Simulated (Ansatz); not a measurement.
**GeNH2 (quartet): correlated methods under varied settings at distance Ge1–N2 = 6.631 Å**

What do other methods and options give for GeNH2 (quartet) at this geometry, and how long do they take?

The runs use Ansatz 0.2.0, Gaussian basis; the settings change from run to run.

32 further runs of the same task are left out: 4 for a known fault of the program, 3 for a mislabelled method, 17 that didn't finish, 8 set aside as unsound or not needed.

### 1 The system

The geometry derives from a PBE0/def2-TZVP stationary point (not a proven minimum). One bond is set to the value named and the two fragments are kept rigid. No spin-orbit coupling is included. The filled d shell of Ge may be among the frozen orbitals whatever the setting's name suggests; the logs give the count.

4 atoms, charge 0, spin multiplicity 4.

Atoms are counted from 1 here; the program's logs count them from 0.

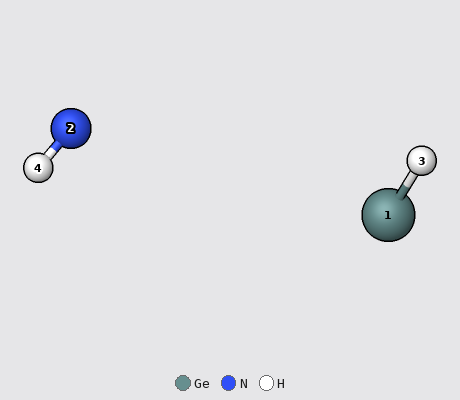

The geometry (germanium teal, nitrogen blue, hydrogen white); atoms are numbered from 1 in the order of the file.

### 2 HF/def2-mTZVP

File in.yaml:

```yaml
crystal:
  periodic: [false, false, false]
  atoms:
    - {symbol: Ge, position_ang: [-0.099060, 0.547129, 3.231612]}
    - {symbol: N, position_ang: [-0.362421, -0.195167, -3.352444]}
    - {symbol: H, position_ang: [0.182877, -0.815574, 3.931658]}
    - {symbol: H, position_ang: [0.278605, 0.463612, -3.810826]}
basis:
  gaussian: {orbitals: def2-mTZVP}
magnetization: {spin_polarized: true, initial_magnetization: 3}
hamiltonian: {xc: hf}
accuracy: high
output: {orbitals: {seedname: orbitals}}
```

Launch:

```bash
ansatz run in.yaml --threads 1 --pin off --events-out ev --progress --plain --max-ram 2393MiB
```

What it wrote:

```text
Functional definition: HF
  name "HF"
  cite "Fock, Z. Phys. 61, 126 (1930) doi:10.1007/BF01340294"
  parent pbe
  exchange = exact_x
  correlation = 0
917 factors; integrals over basis functions are off by at most 1.2e-8 eV
mean field evaluation 1: about -57983.1698 eV, gradient 9.7e0 eV
mean field evaluation 2: about -57983.1726 eV, gradient 9.7e0 eV
mean field evaluation 4: about -57983.8629 eV, gradient 1.2e0 eV
mean field evaluation 8: about -57983.8717 eV, gradient 4.1e-2 eV
mean field evaluation 16: about -57983.8721 eV, gradient 1.6e-8 eV
mean field evaluation 32: about -57983.8683 eV, gradient 1.4e-2 eV
mean field evaluation 64: about -57983.8642 eV, gradient 3.4e-3 eV
mean field evaluation 96: about -57980.4907 eV, gradient 8.0e0 eV
mean field evaluation 128: about -57983.8535 eV, gradient 1.2e0 eV
mean field -57983.87209927 eV, -2130.8679967680 hartree, gradient 5.4e-8 eV, S^2 3.776113; 2 other end points of the search recorded, 0 dependent functions left out
reference -57983.87209927 eV, -2130.8679967680 hartree; 22, 19 occupied and 39, 42 virtual orbitals, 917 factors
Total energy: -57983.87209927 eV, -2130.8679967680 hartree
```

Wall time 2.9 s (1 thread of Arm Neoverse V1, shared host).

From the report: ⟨S²⟩ of the determinant 3.776 (pure quartet: 3.75).

### 3 NEVPT4(SD)(7,5)/STO-3G

Changes to in.yaml since step 2:

```diff
@@ -8,6 +8,5 @@
 basis:
-  gaussian: {orbitals: def2-mTZVP}
-magnetization: {spin_polarized: true, initial_magnetization: 3}
-hamiltonian: {xc: hf}
+  gaussian: {orbitals: STO-3G, point_charges: [{charge: 1.00, position_ang: [3.460, 0.526, 0.761]}]}
+magnetization: {spin_polarized: false, initial_magnetization: 3}
+correlation: {method: fic_nevpt4_sd, electrons: outside_noble_gas, active_space: {window: {electrons: 7, orbitals: 5}}}
 accuracy: high
-output: {orbitals: {seedname: orbitals}}
```

The command is unchanged.

What it wrote, cut to the lines that bear on the results:

```text
Functional definition: HF
  name "HF"
  cite "Fock, Z. Phys. 61, 126 (1930) doi:10.1007/BF01340294"
  parent pbe
[...]
286 factors; integrals over basis functions are off by at most 3.4e-9 eV
[...]
mean field -57320.28082298 eV, -2106.4814671628 hartree, gradient 1.0e-8 eV, S^2 3.750000; 4 other end points of the search recorded, 0 dependent functions left out
reference -57320.28082298 eV, -2106.4814671628 hartree; 22, 19 occupied and 3, 6 virtual orbitals, 286 factors
state -57320.28083682 eV, -2106.4814676713 hartree
state -57320.28083682 eV, -2106.4814676713 hartree; corrected -57321.75436326 eV, -2106.5356187692 hartree
WARN: 2 active orbitals are nearly empty or full. The corrections depend on them more than the energy does, and are more stable in an active space without them
Total energy: -57321.75436326 eV, -2106.5356187692 hartree
```

Wall time 0.72 s (1 thread of Arm Neoverse V1, shared host).

From the report: 10 determinants; active occupations 2.00, 2.00, 1.00, 1.00, 1.00. The report marks this result as in doubt.

### 4 MP2 on ROHF/6-31G*

File in.yaml:

```yaml
crystal:
  periodic: [false, false, false]
  atoms:
    - {symbol: Ge, position_ang: [-0.099060, 0.547129, 3.231612]}
    - {symbol: N, position_ang: [-0.362421, -0.195167, -3.352444]}
    - {symbol: H, position_ang: [0.182877, -0.815574, 3.931658]}
    - {symbol: H, position_ang: [0.278605, 0.463612, -3.810826]}
basis:
  gaussian: {orbitals: "6-31G*"}
magnetization: {spin_polarized: false, initial_magnetization: 3}
correlation: {method: mp2, electrons: outside_noble_gas}
output: {forces: true}
```

Launched as before.

What it wrote, cut to the lines that bear on the results:

```text
Functional definition: HF
  name "HF"
  cite "Fock, Z. Phys. 61, 126 (1930) doi:10.1007/BF01340294"
  parent pbe
[...]
510 factors; integrals over basis functions are off by at most 5.3e-4 eV
[...]
mean field -57975.34987728 eV, -2130.5548108863 hartree, gradient 1.4e-8 eV, S^2 3.750000; 4 other end points of the search recorded, 0 dependent functions left out
[...]
15 core orbitals not correlated: weight in the atoms' cores, before any rotation towards them, 1.000 or more for the frozen orbitals, at most 0.000 for the correlated occupied ones
reference -57975.34987728 eV, -2130.5548108863 hartree; 7, 4 occupied and 32, 35 virtual orbitals, 510 factors
second order -4.24936907 eV of doubles, -0.17099902 eV of singles
[...]
Total energy: -57979.77024536 eV, -2130.7172564173 hartree
Atom 0 at    -0.099060     0.547129     3.231612 Å, force    -0.136600     0.663564    -0.342553 eV/Å
Atom 1 at    -0.362421    -0.195167    -3.352444 Å, force    -0.288443    -0.298516     0.212111 eV/Å
Atom 2 at     0.182877    -0.815574     3.931658 Å, force     0.136283    -0.663637     0.338952 eV/Å
Atom 3 at     0.278605     0.463612    -3.810826 Å, force     0.288760     0.298589    -0.208510 eV/Å
Dipole moment:     0.236668     0.152134    -0.124028 e Å
```

Wall time 3.9 s (1 thread of Arm Neoverse V1, shared host).

### 5 CASSCF(3,9)/cc-pVDZ

Changes to in.yaml since step 4:

```diff
@@ -8,5 +8,5 @@
 basis:
-  gaussian: {orbitals: "6-31G*"}
+  gaussian: {orbitals: cc-pVDZ}
 magnetization: {spin_polarized: false, initial_magnetization: 3}
-correlation: {method: mp2, electrons: outside_noble_gas}
-output: {forces: true}
+correlation: {active_space: {window: {electrons: 3, orbitals: 9}}}
+scf: {lower_state_search: full}
```

Launched as before.

What it wrote, cut to the lines that bear on the results:

```text
Functional definition: HF
  name "HF"
  cite "Fock, Z. Phys. 61, 126 (1930) doi:10.1007/BF01340294"
  parent pbe
[...]
551 factors; integrals over basis functions are off by at most 1.2e-3 eV
[...]
mean field -57982.52896894 eV, -2130.8186376388 hartree, gradient 4.6e-6 eV, S^2 3.750000; 9 other end points of the search recorded, 0 dependent functions left out
reference -57982.52896894 eV, -2130.8186376388 hartree; 22, 19 occupied and 29, 32 virtual orbitals, 551 factors
state -57982.74562757 eV, -2130.8265996966 hartree
Total energy: -57982.74562757 eV, -2130.8265996966 hartree
```

Run time: 33 s. Hardware: 1 thread of Arm Neoverse V1, shared host.

From the report: 84 determinants; active occupations 1.00, 1.00, 1.00, 0.00, 0.00, 0.00, 0.00, 0.00, 0.00.

### 6 MRCISD+Q(relaxed)(3,5)/STO-3G

Changes to in.yaml since step 5:

```diff
@@ -8,5 +8,4 @@
 basis:
-  gaussian: {orbitals: cc-pVDZ}
+  gaussian: {orbitals: STO-3G, fitting: {mean_field: def2-universal-jkfit}}
 magnetization: {spin_polarized: false, initial_magnetization: 3}
-correlation: {active_space: {window: {electrons: 3, orbitals: 9}}}
-scf: {lower_state_search: full}
+correlation: {method: fic_mrcisd_q_relaxed, electrons: all, active_space: {window: {electrons: 3, orbitals: 5}, states: [{multiplicity: 4, weights: [0.5, 1, 0.5]}], root: 2}}
```

Same command.

What it wrote, cut to the lines that bear on the results:

```text
Functional definition: HF
  name "HF"
  cite "Fock, Z. Phys. 61, 126 (1930) doi:10.1007/BF01340294"
  parent pbe
[...]
379 factors; integrals over basis functions are off by at most 1.6e-2 eV
[...]
mean field -57320.24346683 eV, -2106.4800943495 hartree, gradient 9.5e-7 eV, S^2 3.750000; 4 other end points of the search recorded, 0 dependent functions left out
reference -57320.24346683 eV, -2106.4800943495 hartree; 22, 19 occupied and 3, 6 virtual orbitals, 379 factors
state -57320.22026405 eV, -2106.4792416633 hartree
state -57320.21677839 eV, -2106.4791135673 hartree
state -57310.27248369 eV, -2106.1136674775 hartree
contracted CI cycle   1: correlation 0.00000000 eV, 0.0000000000 hartree, residual 7.73e0 eV
contracted CI cycle   2: correlation -1.53257479 eV, -0.0563210848 hartree, residual 2.07e0 eV
[...]
contracted CI cycle 227: correlation -2.24850600 eV, -0.0826310715 hartree, residual 1.02e-2 eV
contracted CI cycle 228: correlation -2.24850587 eV, -0.0826310667 hartree, residual 2.88e-3 eV
contracted CI cycle 229: correlation -2.24850602 eV, -0.0826310721 hartree, residual 1.16e-2 eV
contracted CI cycle 230: correlation -2.24850421 eV, -0.0826310055 hartree, residual 2.15e-2 eV
contracted CI cycle 231: correlation -2.24850562 eV, -0.0826310575 hartree, residual 1.21e-2 eV
contracted CI cycle 232: correlation -2.24850676 eV, -0.0826310994 hartree, residual 1.09e-2 eV
contracted CI cycle 233: correlation -2.24850507 eV, -0.0826310372 hartree, residual 3.15e-2 eV
contracted CI cycle 234: correlation -2.24850605 eV, -0.0826310732 hartree, residual 9.48e-3 eV
contracted CI cycle 235: correlation -2.24850603 eV, -0.0826310724 hartree, residual 2.98e-3 eV
state -57310.27248369 eV, -2106.1136674775 hartree; corrected -57313.07493161 eV, -2106.2166555390 hartree
Total energy: -57313.07493161 eV, -2106.2166555390 hartree
```

Wall time 4.5 s (1 thread of Arm Neoverse V1, shared host).

From the report: 10 determinants; active occupations (of the averaged states) 1.00, 1.00, 0.50, 0.25, 0.25.

### 7 CCSD(T) on UHF/6-31G*

File in.yaml:

```yaml
crystal:
  periodic: [false, false, false]
  atoms:
    - {symbol: Ge, position_ang: [-0.099060, 0.547129, 3.231612]}
    - {symbol: N, position_ang: [-0.362421, -0.195167, -3.352444]}
    - {symbol: H, position_ang: [0.182877, -0.815574, 3.931658]}
    - {symbol: H, position_ang: [0.278605, 0.463612, -3.810826]}
basis:
  gaussian: {orbitals: "6-31G*"}
magnetization: {spin_polarized: true, initial_magnetization: 3}
correlation: {method: ccsd_t, electrons: outside_noble_gas}
```

The command is unchanged.

What it wrote, cut to the lines that bear on the results:

```text
Functional definition: HF
  name "HF"
  cite "Fock, Z. Phys. 61, 126 (1930) doi:10.1007/BF01340294"
  parent pbe
[...]
510 factors; integrals over basis functions are off by at most 5.3e-4 eV
[...]
mean field -57975.63523175 eV, -2130.5652974697 hartree, gradient 8.6e-9 eV, S^2 3.774334; 17 other end points of the search recorded, 0 dependent functions left out
determinant -57975.63523175 eV, -2130.5652974697 hartree, with singles and doubles -57980.84225922 eV, -2130.7566521999 hartree
determinant -57975.62732801 eV, -2130.5650070128 hartree, with singles and doubles -57980.83511302 eV, -2130.7563895818 hartree
determinant -57973.54213039 eV, -2130.4883774136 hartree, with singles and doubles -57978.56301688 eV, -2130.6728915888 hartree
determinant -57973.54211560 eV, -2130.4883768699 hartree, with singles and doubles -57978.56347214 eV, -2130.6729083193 hartree
[...]
determinant -57973.24389408 eV, -2130.4774174315 hartree, with singles and doubles -57978.52560571 eV, -2130.6715167539 hartree
determinant -57973.24375967 eV, -2130.4774124920 hartree, with singles and doubles -57978.52504472 eV, -2130.6714961377 hartree
determinant -57975.63523175 eV, -2130.5652974697 hartree, with singles and doubles -57980.84260016 eV, -2130.7566647291 hartree
determinant -57975.62732801 eV, -2130.5650070128 hartree, with singles and doubles -57980.83543741 eV, -2130.7564015032 hartree
15 core orbitals not correlated: weight in the atoms' cores, before any rotation towards them, 1.000 or more for the frozen orbitals, at most 0.000 for the correlated occupied ones
reference -57975.63523175 eV, -2130.5652974697 hartree; 7, 4 occupied and 32, 35 virtual orbitals, 510 factors
second order -4.14033713 eV of doubles, -0.00000000 eV of singles
cycle   1  -5.20736600 eV  change    2.4e-6 eV  update   6.4e-6
perturbative correction -0.06815551 eV, -0.0025046689 hartree
Total energy: -57980.91075326 eV, -2130.7591693095 hartree
```

Wall time 10 s (1 thread of Arm Neoverse V1, shared host).

From the report: ⟨S²⟩ of the determinant 3.774 (pure quartet: 3.75); correlation -5.2755 eV; T1 0.011; largest double amplitude 0.07.

### 8 CCSD(T) on UHF/cc-pVDZ

Changes to in.yaml since step 7:

```diff
@@ -8,4 +8,4 @@
 basis:
-  gaussian: {orbitals: "6-31G*"}
+  gaussian: {orbitals: cc-pVDZ, fitting: {mean_field: def2-universal-jkfit}, point_charges: [{charge: -1.00, position_ang: [3.995, -0.036, -0.479]}]}
 magnetization: {spin_polarized: true, initial_magnetization: 3}
-correlation: {method: ccsd_t, electrons: outside_noble_gas}
+correlation: {method: ccsd_t, electrons: valence, diis_vectors: 4}
```

Same command.

What it wrote, cut to the lines that bear on the results:

```text
Functional definition: HF
  name "HF"
  cite "Fock, Z. Phys. 61, 126 (1930) doi:10.1007/BF01340294"
  parent pbe
[...]
379 factors; integrals over basis functions are off by at most 4.0e-1 eV
[...]
mean field -57982.97324622 eV, -2130.8349645277 hartree, gradient 2.7e-6 eV, S^2 3.775755; 15 other end points of the search recorded, 0 dependent functions left out
determinant -57982.97324622 eV, -2130.8349645277 hartree, with singles and doubles -57988.98240980 eV, -2131.0557972163 hartree
determinant -57982.84869955 eV, -2130.8303875220 hartree, with singles and doubles -57988.86620866 eV, -2131.0515269031 hartree
determinant -57980.76717651 eV, -2130.7538929614 hartree, with singles and doubles -57986.49730179 eV, -2130.9644711814 hartree
determinant -57980.49784510 eV, -2130.7439952146 hartree, with singles and doubles -57986.34134702 eV, -2130.9587399493 hartree
determinant -57980.48123591 eV, -2130.7433848380 hartree, with singles and doubles -57986.44792144 eV, -2130.9626564870 hartree
determinant -57980.48052422 eV, -2130.7433586838 hartree, with singles and doubles -57986.44372919 eV, -2130.9625024243 hartree
determinant -57982.97324622 eV, -2130.8349645277 hartree, with singles and doubles -57988.98258778 eV, -2131.0558037567 hartree
determinant -57982.84869955 eV, -2130.8303875220 hartree, with singles and doubles -57988.86630045 eV, -2131.0515302763 hartree
10 core orbitals not correlated: weight in the atoms' cores, before any rotation towards them, 1.000 or more for the frozen orbitals, at most 0.000 for the correlated occupied ones
reference -57982.97324622 eV, -2130.8349645277 hartree; 12, 9 occupied and 29, 32 virtual orbitals, 379 factors
second order -4.89779435 eV of doubles, -0.00000000 eV of singles
cycle   1  -6.00933601 eV  change    5.6e-6 eV  update   5.7e-6
perturbative correction -0.10308410 eV, -0.0037882707 hartree
Total energy: -57989.08566632 eV, -2131.0595918234 hartree
```

Wall time 12 s (1 thread of Arm Neoverse V1, shared host).

From the report: ⟨S²⟩ of the determinant 3.776 (pure quartet: 3.75); correlation -6.1124 eV; T1 0.009; largest double amplitude 0.07.

### 9 HF/cc-pVDZ

File in.yaml:

```yaml
crystal:
  periodic: [false, false, false]
  atoms:
    - {symbol: Ge, position_ang: [-0.099060, 0.547129, 3.231612]}
    - {symbol: N, position_ang: [-0.362421, -0.195167, -3.352444]}
    - {symbol: H, position_ang: [0.182877, -0.815574, 3.931658]}
    - {symbol: H, position_ang: [0.278605, 0.463612, -3.810826]}
basis:
  gaussian: {orbitals: cc-pVDZ}
magnetization: {spin_polarized: false, initial_magnetization: 3}
hamiltonian: {xc: hf}
output: {forces: true, orbitals: {seedname: orbitals}}
```

Same command.

What it wrote, cut to the lines that bear on the results:

```text
Functional definition: HF
  name "HF"
  cite "Fock, Z. Phys. 61, 126 (1930) doi:10.1007/BF01340294"
  parent pbe
[...]
551 factors; integrals over basis functions are off by at most 1.2e-3 eV
[...]
mean field -57982.52896894 eV, -2130.8186376388 hartree, gradient 2.0e-9 eV, S^2 3.750000; 2 other end points of the search recorded, 0 dependent functions left out
[...]
reference -57982.52896894 eV, -2130.8186376388 hartree; 22, 19 occupied and 29, 32 virtual orbitals, 551 factors
Total energy: -57982.52896894 eV, -2130.8186376388 hartree
Atom 0 at    -0.099060     0.547129     3.231612 Å, force    -0.093907     0.455414    -0.235588 eV/Å
Atom 1 at    -0.362421    -0.195167    -3.352444 Å, force    -0.046138    -0.048776     0.038861 eV/Å
Atom 2 at     0.182877    -0.815574     3.931658 Å, force     0.093547    -0.455618     0.232549 eV/Å
Atom 3 at     0.278605     0.463612    -3.810826 Å, force     0.046498     0.048980    -0.035822 eV/Å
Dipole moment:     0.218971     0.188317    -0.141289 e Å
```

It took 1.6 s on 1 thread of Arm Neoverse V1, shared host.

### 10 CISD/def2-SVPD

Changes to in.yaml since step 9:

```diff
@@ -8,5 +8,6 @@
 basis:
-  gaussian: {orbitals: cc-pVDZ}
+  gaussian: {orbitals: def2-SVPD}
 magnetization: {spin_polarized: false, initial_magnetization: 3}
-hamiltonian: {xc: hf}
-output: {forces: true, orbitals: {seedname: orbitals}}
+correlation: {active_space: {ras: {orbitals: [4, 3, 52], electrons: 11, max_holes: 2, max_particles: 2}, fixed_orbitals: true}}
+accuracy: high
+output: {forces: true}
```

The command is unchanged.

What it wrote, cut to the lines that bear on the results:

```text
Functional definition: HF
  name "HF"
  cite "Fock, Z. Phys. 61, 126 (1930) doi:10.1007/BF01340294"
  parent pbe
[...]
1279 factors; integrals over basis functions are off by at most 4.6e-9 eV
[...]
mean field -57974.87919549 eV, -2130.5375136499 hartree, gradient 2.6e-8 eV, S^2 3.750000; 6 other end points of the search recorded, 0 dependent functions left out
reference -57974.87919549 eV, -2130.5375136499 hartree; 22, 19 occupied and 52, 55 virtual orbitals, 1279 factors
state -57980.59722352 eV, -2130.7476473040 hartree
[...]
Total energy: -57980.59722352 eV, -2130.7476473040 hartree
Atom 0 at    -0.099060     0.547129     3.231612 Å, force    -0.104910     0.506267    -0.263577 eV/Å
Atom 1 at    -0.362421    -0.195167    -3.352444 Å, force    -0.312572    -0.321643     0.230588 eV/Å
Atom 2 at     0.182877    -0.815574     3.931658 Å, force     0.104490    -0.506754     0.259303 eV/Å
Atom 3 at     0.278605     0.463612    -3.810826 Å, force     0.312993     0.322130    -0.226313 eV/Å
Dipole moment:     0.200001     0.201183    -0.146877 e Å
```

Run time: 56 s. Hardware: 1 thread of Arm Neoverse V1, shared host; peak memory 0.7 GiB.

From the report: 576,529 determinants.

### 11 All runs side by side

Where basis and cores are those of an earlier UCCSDT(Q)/cc-pVDZ run (-57988.4940 eV), and the state is the same kind, the miss against it is given. † marks a result that the program doubts.

| level | correlated | functions | energy (eV) | from UCCSDT(Q) (meV) | time |
| --- | --- | --- | --- | --- | --- |
| HF/def2-mTZVP |  | 61 | -57983.8721 |  | 2.9 s |
| NEVPT4(SD)(7,5)/STO-3G (beside a point charge) † | outside noble gas | 25 | -57321.7544 |  | 0.72 s |
| MP2 on ROHF/6-31G* | outside noble gas | 54 | -57979.7702 |  | 3.9 s |
| CASSCF(3,9)/cc-pVDZ |  | 51 | -57982.7456 | 5748.4 | 33 s |
| MRCISD+Q(relaxed)(3,5)/STO-3G (excited root 2 of an average) | all | 25 | -57313.0749 |  | 4.5 s |
| CCSD(T) on UHF/6-31G* | outside noble gas | 54 | -57980.9108 |  | 10 s |
| CCSD(T) on UHF/cc-pVDZ (beside a point charge) | valence | 51 | -57989.0857 |  | 12 s |
| HF/cc-pVDZ |  | 51 | -57982.5290 | 5965.0 | 1.6 s |
| CISD/def2-SVPD | outside noble gas | 74 | -57980.5972 |  | 56 s |

### 12 Summary of results

```
quantity                                                     value
    runs                                                         9
quickest  NEVPT4(SD)(7,5)/STO-3G (beside a point charge) †, 0.72 s
 slowest                                      CISD/def2-SVPD, 56 s
```

What this shows: Total energies in different bases, with other cores or another treatment of relativity can't be set against each other. CISD/def2-SVPD took 77 times as long as NEVPT4(SD)(7,5)/STO-3G (beside a point charge) †; the jobs differ in more than the method. Hartree-Fock, CASSCF and CASCI lack dynamic correlation by design.
